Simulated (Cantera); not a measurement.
Input: 1 mol CCl₄, 0.62 mol H₂, at 24.0 mbar.

Equilibrium computed with Cantera from the NASA thermochemical tables; the gas is ideal and each condensed phase is pure. Candidate condensed phases: C, C₆H₆, C₇H₈, C₈H₁₈; 91 gas species. The tables' values for CCl are old estimates; treat these amounts as uncertain. Rates play no part.

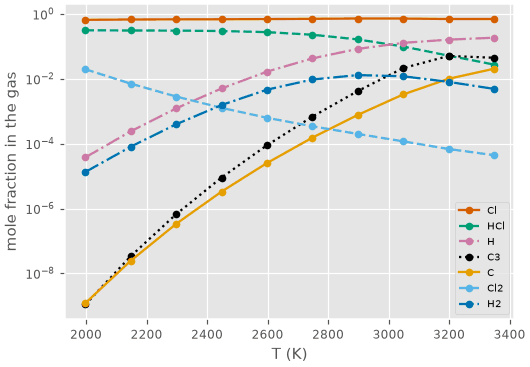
Figure: Equilibrium gas composition (values under 1e-9 drawn at 1e-9)

Question: Read off the mole fractions at 3348 K.

Answer: Cl about 0.70, H about 0.19, C₃ about 0.045, HCl about 0.028, C about 0.021, H₂ about 0.0049, Cl₂ about 4.4e-5.
